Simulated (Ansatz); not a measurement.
# AlB3As4: complex band structure, part 3 of 3

Aim: relax a made-up compound, AlB3As4, and see how good a tunnel barrier it would be. It is built by putting As for N, B for Ga in the AlGa3N4 structure of space group Pm, with the volume rescaled by atomic radii. The parent structure comes from the Materials Project.

Ansatz 0.2.0; PBEsol DFT, plane waves, PAW files (the session's first sound run).

So far, gap on the k-mesh (eV): step 3 (the bulk crystal and its band edges) 0.208; step 4 (complex bands, plane (001)) 0.208.

The structure was built from a prototype and need not be the compound's stable phase.

## (5) Decaying states in the gap, plane (010), k-mesh 4×4×8

Level of this step: PBEsol DFT, plane waves, PAW files; complex bands by layer matching along the plane's normal (Ansatz).

The same for the (010) plane, at (0, 0) and (-0.5, 0), to see how the decay depends on direction.

The input, input.yaml:

```yaml
crystal:
  lattice:
    - [6.166416129, 0.0, 0.0]
    - [0.006479283, 5.848976526, 0.0]
    - [0.0, 0.0, 3.49028986]
  atoms:
    - { symbol: Al, position: [0.6651534967, 0.9924490416, 0.5] }
    - { symbol: B, position: [0.3228707455, 0.4988523931, 0.5] }
    - { symbol: B, position: [0.8404155698, 0.4949972588, 0.0] }
    - { symbol: B, position: [0.168109406, 0.0024176001, 0.0] }
    - { symbol: As, position: [0.3079076916, 0.1361811372, 0.5] }
    - { symbol: As, position: [0.8680203816, 0.1431442858, 0.0] }
    - { symbol: As, position: [0.1647046652, 0.6337709376, 0.0] }
    - { symbol: As, position: [0.6628190436, 0.5857873559, 0.5] }
kpoints:
  mp_grid: { grid: [4, 4, 8] }
scf:
  occupations: { method: fixed }
hamiltonian:
  xc: pbesol
output:
  eigenvalues: true
  transmission:
    leads: [[0, 0]]
    kpoints: [[0.0, 0.0], [-0.5, 0.0]]
    e_range: [-1.0, 1.21]
    de: 0.05
```

Started as:

```bash
$ ansatz run input.yaml --threads 2 --pin off --max-ram 4096MiB --backend cpu --events-out ev --progress --plain --runs-dir out
```

Numbers of over 12 decimals in the logs are rounded to 6 here.

Output:

```text
[...]
Crystal: 8 atoms, lattice volume = 125.885 Å³
Basis set: ecut = 420 eV, 2469 PW (Γ)
Bands: 44, of which v1, the nominal top of the filled ones, is band 36 counted from 1 (35 counted from 0)
Symmetry: 2 space group operations
[...]
k-points: 50 of 128 (time reversal used)
[...]
SCF iter   1: F=—  HF=-20234.203259 eV  |F-HF|=—  |Δ(HF+E_count)|=         —  Δρ=4.48e-3  dr2=3.78e-2  ethr=1.77e-3  ⟨swp⟩=4.4  Hψ=7408  notcnv=0  defer=263
[...]
SCF iter   7: F=-20234.190517 eV  HF=-20234.190517 eV  |F-HF|=6.57e-9  |Δ(HF+E_count)|=   3.91e-7  Δρ=4.15e-6  dr2=3.54e-8  ethr=1.39e-10  ⟨swp⟩=9.8  Hψ=8538  notcnv=0
SCF 1 converged in 7 iterations: F = -20234.190517 eV  dr2 = 3.54e-8
[...]
transmission: 5 of 10 steps passed
transmission: 10 of 10 steps passed
SCF converged after 7 iterations
Free energy (F): -20234.190517 eV
[...]
Internal energy: -20234.190517 eV  (E = F + TS)
E sigma→0 (E₀):  -20234.190517 eV
Fermi energy:    10.409605 eV
[...]
--- Band table (eV; the first three rows and the last of 50) ---
  k-point 0: bands = [... 32 lower, 8.3848, 9.3305, 9.9281, 10.4096, 10.7903, 11.1583, 12.3184, 12.4927, ... 4 higher]
  k-point 1: bands = [... 32 lower, 7.5107, 9.0751, 9.3326, 9.6539, 11.6600, 11.9810, 12.3544, 12.5620, ... 4 higher]
  k-point 2: bands = [... 32 lower, 6.4841, 7.5852, 8.5568, 8.7776, 11.3569, 12.1336, 12.6752, 13.1691, ... 4 higher]
  k-point 49: bands = [... 32 lower, 6.5893, 7.1222, 7.5444, 7.8670, 10.7268, 10.9243, 11.1296, 11.7549, ... 4 higher]
--- Transmission ---
  basis      : 319 plane waves across, 5 finite elements along
  points     : 2, as listed
[...]
crystal 0  : B3As4Al1, at the sites [0, 0], period 3.4903 Å: whole cells are its period
[...]
channels       : 0.000000e0 a spin
[...]
slowest decay  : 0.0581 /Å at (0.0000, 0.0000)
```

Run time: 65 s. Hardware: 2 threads of Arm Neoverse V2, shared host; peak memory 1.1 GiB; 2.1 min of CPU time.

Numbers from this step:

* decay constant at the filling level, zone centre: 0.05814 Å⁻¹
* decay constant at the filling level, slowest listed point: 0.0581 Å⁻¹

K parallel (0, 0); values up to 1.5 1/Å, a degenerate pair printed once or twice; energies at which all values exceed this have no row. Table of Im kz of the slowest decaying states by energy, zero at the highest filled level on the SCF mesh:

| energy (eV) | decay 1 (Å⁻¹) | decay 2 (Å⁻¹) | decay 3 (Å⁻¹) | decay 4 (Å⁻¹) |
| --- | --- | --- | --- | --- |
| -1.000 | 0.139 | 0.185 | 0.207 | 0.384 |
| -0.800 | 0.169 | 0.178 | 0.211 | 0.224 |
| -0.600 | 0.163 | 0.166 | 0.211 | 0.313 |
| -0.400 | 0.131 | 0.162 | 0.208 | 0.324 |
| -0.200 | 0.136 | 0.159 | 0.207 | 0.298 |
| 0.000 | 0.00247 | 0.111 | 0.149 | 0.241 |
| 0.200 | 0.0771 | 0.0811 | 0.136 | 0.224 |
| 0.400 | 0.110 | 0.116 | 0.178 | 0.219 |
| 0.600 | 0.0814 | 0.101 | 0.130 | 0.214 |
| 0.800 | 0.145 | 0.208 | 0.405 | 0.476 |
| 1.000 | 0.155 | 0.201 | 0.376 | 0.423 |
| 1.200 | 0.0149 | 0.160 | 0.194 | 0.343 |

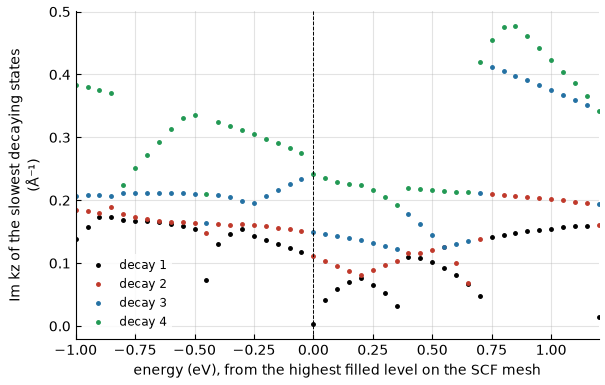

Im kz of the slowest decaying states, plotted against energy.

K parallel (0, 0). Table of Re kz of states that move upwards by energy, zero at the highest filled level on the SCF mesh:

| energy (eV) | channel 1 (Å⁻¹) | channel 2 (Å⁻¹) | channel 3 (Å⁻¹) | channel 4 (Å⁻¹) |
| --- | --- | --- | --- | --- |
| -1.0000 | -0.300 | -0.213 | - | - |
| -0.7500 | -0.223 | -0.171 | - | - |
| -0.5000 | -0.149 | -0.0539 | - | - |
| -0.2500 | -0.0979 | - | - | - |
| 0.0000 | - | - | - | - |
| 0.2500 | - | - | - | - |
| 0.5000 | 0.0646 | - | - | - |
| 0.7500 | -0.538 | 0.00896 | 0.116 | 0.705 |
| 1.0000 | -0.433 | 0.130 | 0.153 | 0.822 |

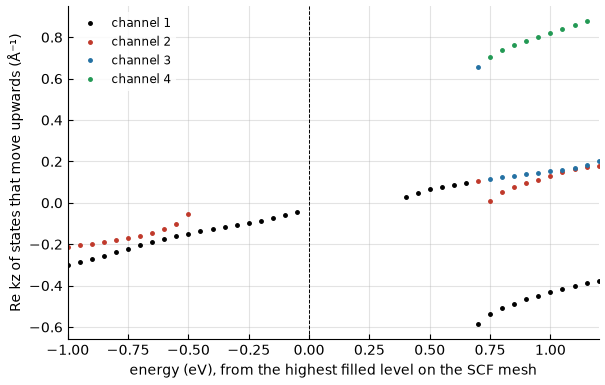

Re kz of states that move upwards, plotted against energy.

K parallel (-0.5, 0); values up to 1.5 1/Å, a degenerate pair printed once or twice; energies at which all values exceed this have no row. Table of Im kz of the slowest decaying states by energy, zero at the highest filled level on the SCF mesh:

| energy (eV) | decay 1 (Å⁻¹) | decay 2 (Å⁻¹) | decay 3 (Å⁻¹) | decay 4 (Å⁻¹) |
| --- | --- | --- | --- | --- |
| -1.000 | 0.199 | 0.224 | 0.245 | 0.347 |
| -0.800 | 0.208 | 0.219 | 0.234 | 0.323 |
| -0.600 | 0.211 | 0.213 | 0.225 | 0.285 |
| -0.400 | 0.0540 | 0.200 | 0.211 | 0.224 |
| -0.200 | 0.100 | 0.187 | 0.204 | 0.209 |
| 0.000 | 0.125 | 0.154 | 0.170 | 0.197 |
| 0.200 | 0.0484 | 0.140 | 0.151 | 0.189 |
| 0.400 | 0.126 | 0.144 | 0.185 | 0.228 |
| 0.600 | 0.0921 | 0.134 | 0.188 | 0.226 |
| 0.800 | 0.0242 | 0.114 | 0.192 | 0.222 |
| 1.000 | 0.0811 | 0.196 | 0.217 | 0.354 |
| 1.200 | 0.198 | 0.211 | 0.337 | 0.365 |

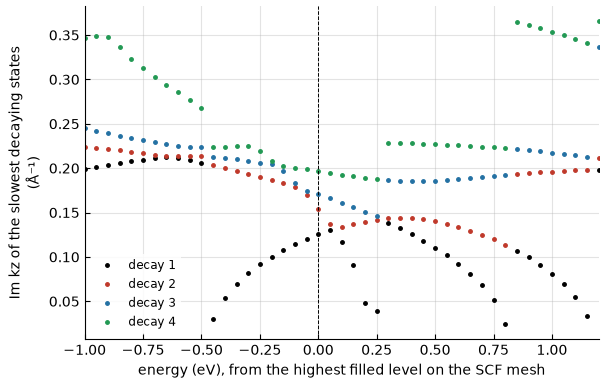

Im kz of the slowest decaying states against energy.

K parallel (-0.5, 0). Table of Re kz of states that move upwards by energy, zero at the highest filled level on the SCF mesh:

| energy (eV) | channel 1 (Å⁻¹) | channel 2 (Å⁻¹) | channel 3 (Å⁻¹) | channel 4 (Å⁻¹) |
| --- | --- | --- | --- | --- |
| -1.000 | -0.166 | - | - | - |
| -0.800 | -0.125 | - | - | - |
| -0.600 | -0.0745 | - | - | - |
| -0.400 | - | - | - | - |
| -0.200 | - | - | - | - |
| 0.000 | - | - | - | - |
| 0.200 | - | - | - | - |
| 0.400 | -0.799 | -0.728 | - | - |
| 0.600 | -0.728 | -0.661 | - | - |
| 0.800 | -0.672 | -0.607 | - | - |
| 1.000 | -0.622 | -0.559 | 0.0891 | - |
| 1.200 | -0.575 | -0.512 | 0.0288 | 0.131 |

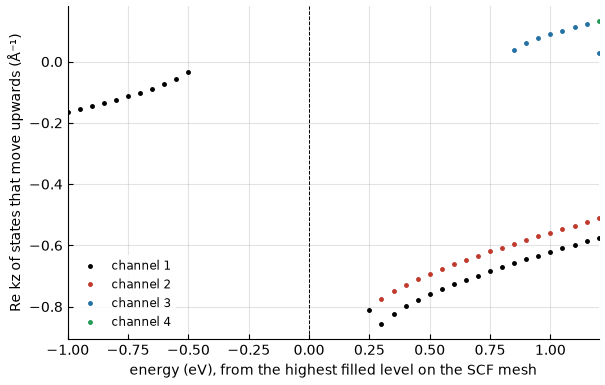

Re kz of states that move upwards against energy.

At the listed wavevectors the last open channel is at -0.05 eV and the next at +0.25 eV on the grid. At +0.10 eV, the grid energy nearest the filling level (the middle of the gap on the SCF mesh), the slowest state at the listed wavevectors decays with κ = 0.0581 Å⁻¹, its amplitude falling by e over 17 Å; the first such run, plane (001), gave 0.0727 Å⁻¹.

## (6) Results

| Item | Value |
| --- | --- |
| band gap | 0.208 eV |
| least decay constant at mid-gap, normal to (001) | 0.0727 Å⁻¹ |
| least decay constant at mid-gap, normal to (010) | 0.0581 Å⁻¹ |

What this shows: With PBEsol, the slowest decay at the wavevectors tried is κ = 0.0581 Å⁻¹, normal to (010). Through such a film the transmission near mid-gap falls as exp(−2κd), a factor of ten every 20 Å. The decay depends on direction: 1.3 times faster normal to (001). A free electron under a barrier of half the gap would need a mass of 0.12 mₑ to decay at this rate. The compound is made up by substitution; its stability against other phases and against distortions of the cell's symmetry was not tested. A semilocal functional narrows gaps, so real decay constants are likely larger.

[Logs are printed without paths, hosts, clocks, repeated set-up lines and the standing remarks that a program may print on its own settings, such as how far it seeks lower states.]

[Hosts, paths, dates, database ids (printed as entryN), source tags and the programs' standing remarks are cut or masked in the printed files.]

[New means built here by substitution; the compound itself may be known and measured.]
